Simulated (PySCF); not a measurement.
# SVWN5/STO-6G run of BCl (SMILES [B]Cl)

What is the vertical singlet–triplet gap of BCl at SVWN5/STO-6G? 

Program for the calculation: PySCF 2.14.0.

17 further runs of the same task are left out: 7 that didn't finish, 10 set aside as unsound or not needed.

### Step 1. The molecule

The species is BCl (2 atoms), meant as a singlet with charge 0. As SMILES, `[B]Cl`. Geometry: relaxed at PBE0-D4/def2-TZVP.

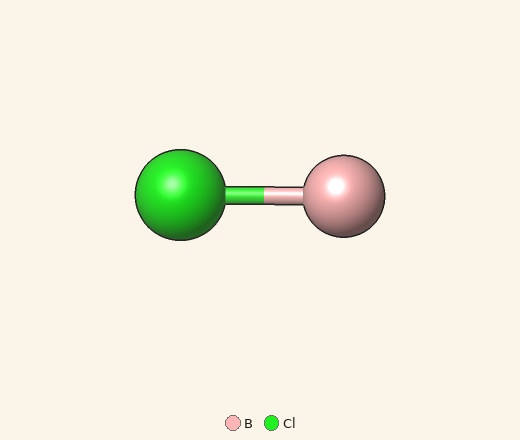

The structure, seen from a chosen angle (boron pink, chlorine green).

### Step 2. A single-point energy at SVWN5/STO-6G

The input, input.py:

```python
from pyscf import gto, dft

molecule = gto.Mole()
molecule.atom = '''
B      0.000000     0.000000    -0.069660
Cl     0.000000     0.000000     1.648190
'''
molecule.max_memory = 1860
molecule.basis = 'sto-6g'
molecule.verbose = 4
molecule.spin = 0
molecule.build()

mf = dft.RKS(molecule)
mf.xc = 'svwn'
mf.grids.level = 5
mf.conv_tol = 1e-10
mf.kernel()
if not mf.converged:
    mf = mf.newton().run(mf.mo_coeff, mf.mo_occ)

energy = mf.e_tot
print('E(%s) = %.9f' % ('SVWN5', energy))
```

Started as:

```bash
$ OMP_NUM_THREADS=1 python input.py
```

The program printed:

```text
PySCF version 2.14.0

[INPUT] num. atoms = 2
[INPUT] num. electrons = 22
[INPUT] charge = 0
[INPUT] spin (= nelec alpha-beta = 2S) = 0
[INPUT] symmetry False subgroup None
[INPUT] Mole.unit = angstrom
[INPUT] Symbol           X                Y                Z      unit          X                Y                Z       unit  Magmom
[INPUT]  1 B      0.000000000000   0.000000000000  -0.069660000000 AA    0.000000000000   0.000000000000  -0.131638321837 Bohr   0.0
[INPUT]  2 Cl     0.000000000000   0.000000000000   1.648190000000 AA    0.000000000000   0.000000000000   3.114627701247 Bohr   0.0

nuclear repulsion = 26.183929288471
number of shells = 8
number of NR pGTOs = 84
number of NR cGTOs = 14
basis = sto-6g
ecp = {}

******** <class 'pyscf.dft.rks.RKS'> ********
method = RKS
initial guess = minao
damping factor = 0
level_shift factor = 0
DIIS = <class 'pyscf.scf.diis.CDIIS'>
diis_start_cycle = 1
diis_space = 8
diis_damp = 0
SCF conv_tol = 1e-10
SCF conv_tol_grad = None
SCF max_cycles = 50
direct_scf = True
direct_scf_tol = 1e-13
XC library pyscf.dft.libxc version 7.0.0
    S. Lehtola, C. Steigemann, M. J.T. Oliveira, and M. A.L. Marques.,  SoftwareX 7, 1–5 (2018)
XC functionals = svwn
    P. A. M. Dirac.,  Math. Proc. Cambridge Philos. Soc. 26, 376 (1930)
    F. Bloch.,  Z. Phys. 57, 545 (1929)
    S. H. Vosko, L. Wilk, and M. Nusair.,  Can. J. Phys. 58, 1200 (1980)
radial grids:
    Treutler-Ahlrichs [JCP 102, 346 (1995); DOI:10.1063/1.469408] (M4) radial grids

becke partition: Becke, JCP 88, 2547 (1988); DOI:10.1063/1.454033
pruning grids: <function nwchem_prune>
grids dens level: 5
symmetrized grids: False
atomic radii adjust function: <function treutler_atomic_radii_adjust>
small_rho_cutoff = 0
Set gradient conv threshold to 1e-05
Initial guess from minao.
tot grids = 86208
init E= -481.352836208027
  HOMO = -0.178542067505437  LUMO = -0.0265831127280677  gap/eV = 4.13501
cycle= 1 E= -481.428007367192  delta_E= -0.0752  |g|= 0.199  |ddm|= 1.64
  HOMO = -0.144357660504295  LUMO = -0.0326688651143037  gap/eV = 3.03921
cycle= 2 E= -481.377445313756  delta_E= 0.0506  |g|= 0.436  |ddm|= 1.03
  HOMO = -0.107814846139631  LUMO = 0.00271863656578479  gap/eV = 3.00777
cycle= 3 E= -481.450619387297  delta_E= -0.0732  |g|= 0.0253  |ddm|= 0.67
  HOMO = -0.114131066352836  LUMO = 0.0038275906930934  gap/eV = 3.20982
cycle= 4 E= -481.451061005191  delta_E= -0.000442  |g|= 0.00747  |ddm|= 0.128
  HOMO = -0.1132652040117  LUMO = 0.00431445894376322  gap/eV = 3.19951
cycle= 5 E= -481.451088216017  delta_E= -2.72e-05  |g|= 7.65e-05  |ddm|= 0.016
  HOMO = -0.113267873699781  LUMO = 0.00430783357854647  gap/eV = 3.19940
cycle= 6 E= -481.45108821906  delta_E= -3.04e-09  |g|= 1.99e-06  |ddm|= 0.000175
  HOMO = -0.113267806933155  LUMO = 0.00430731641069164  gap/eV = 3.19938
cycle= 7 E= -481.451088219063  delta_E= -3.3e-12  |g|= 4.32e-07  |ddm|= 9.05e-06
  HOMO = -0.113267952524067  LUMO = 0.00430718363584664  gap/eV = 3.19938
Extra cycle  E= -481.451088219063  delta_E= 3.41e-13  |g|= 7.59e-07  |ddm|= 2.24e-06
converged SCF energy = -481.451088219063
E(SVWN5) = -481.451088219
```

Run time: 1.1 s. Hardware: 1 thread of Arm Neoverse V2, shared host; peak memory 0.13 GiB.

### Step 3. The triplet, same level

The input, input.py:

```python
from pyscf import gto, dft

mol = gto.M(
    atom='''
B      0.000000     0.000000    -0.069660
Cl     0.000000     0.000000     1.648190
''',
    spin=2,
    basis='sto-6g',
    verbose=3,
    max_memory=1860,
    charge=0,
)

mf = dft.UKS(mol, xc='svwn')
mf.grids.level = 5
mf.conv_tol = 1e-10
mf.kernel()
if not mf.converged:
    mf = mf.newton().run(mf.mo_coeff, mf.mo_occ)

e_final = mf.e_tot
print('Final energy', e_final)
```

Started as:

```bash
$ OMP_NUM_THREADS=1 python input.py
```

The program printed:

```text
WARN: HOMO -0.0265831127280667 >= LUMO -0.178542067505438

WARN: HOMO -0.0538105789488172 >= LUMO -0.0888568553645896

WARN: HOMO -0.0260588302266763 >= LUMO -0.0527451332374443

WARN: HOMO -0.0262991887529732 >= LUMO -0.0490936135535607

WARN: HOMO -0.0264906084629018 >= LUMO -0.0488150575909881

WARN: HOMO -0.0264858500929893 >= LUMO -0.0488168765172192

WARN: HOMO -0.0264852342608874 >= LUMO -0.0488168911338798

WARN: HOMO -0.0264851161076093 >= LUMO -0.0488167914671395

converged SCF energy = -481.375734207886  <S^2> = 2.0094511  2S+1 = 3.0062941
Final energy -481.3757342078861
```

It took 1.5 s on 1 thread of Arm Neoverse V2, shared host; peak memory 0.13 GiB.

### Step 4. Summary of results

Level: SVWN5/STO-6G.

```
                                        quantity          value
                           singlet: total energy  -481.45109 Eh
                          singlet: dipole moment         0.33 D
                            singlet: HOMO energy       -3.08 eV
                            singlet: LUMO energy        0.12 eV
                          singlet: HOMO–LUMO gap        3.20 eV
                           triplet: total energy  -481.37573 Eh
                          triplet: dipole moment         1.13 D
     triplet: HOMO energy (highest over α and β)       -0.72 eV
                                   triplet: ⟨S²⟩          2.009
vertical energy of the triplet above the singlet       2.050 eV
```

In words: At this shape the triplet lies 2.05 eV (198 kJ/mol) above the singlet. In a minimal basis such a difference can be off by several eV, whatever the method.
